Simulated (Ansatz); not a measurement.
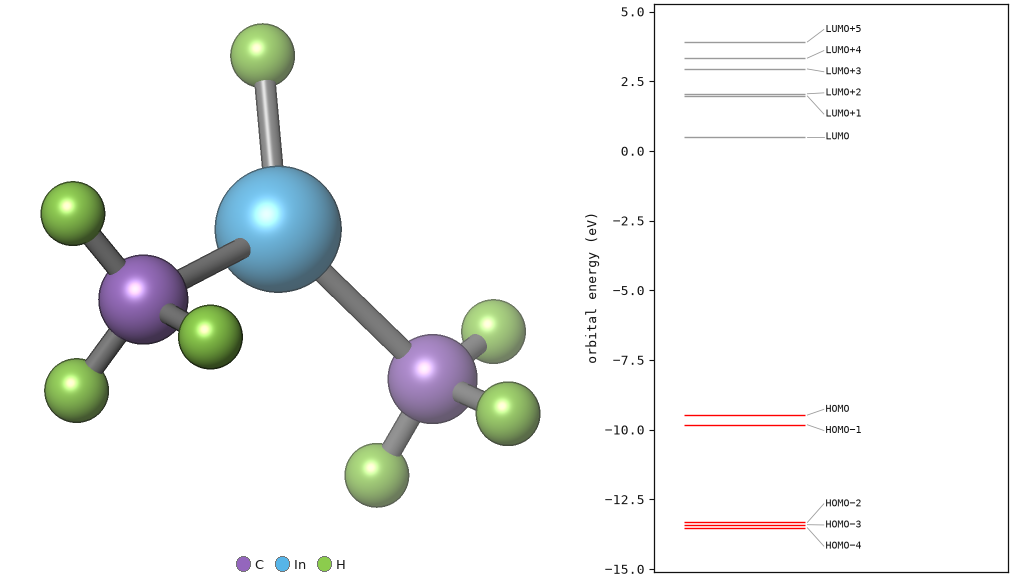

C₂H₇In, SMILES [CH3][InH][CH3], singlet. Kohn-Sham orbital energies near the frontier, ωB97X-V/def2-TZVPP with the Ansatz code 0.2.0, at a PBE0-D4/def2-TZVP geometry (with a soft imaginary mode, 32i cm⁻¹), isolated molecule; empty levels in grey, levels within 0.03 eV side by side.

**Where do the frontier orbitals lie?**

HOMO at −9.47 eV, LUMO at 0.51 eV, 9.98 eV apart.

**List the levels.**

```csv
orbital,energy (eV)
LUMO+5,3.91
LUMO+4,3.33
LUMO+3,2.94
LUMO+2,2.05
LUMO+1,1.97
LUMO,0.51
HOMO,−9.47
HOMO−1,−9.82
HOMO−2,−13.33
HOMO−3,−13.41
HOMO−4,−13.52
```

Known limits of this run: core potentials past krypton; spin-orbit coupling is left out, and with In it can shift these levels and split any degenerate set; empty levels above zero depend strongly on the basis.
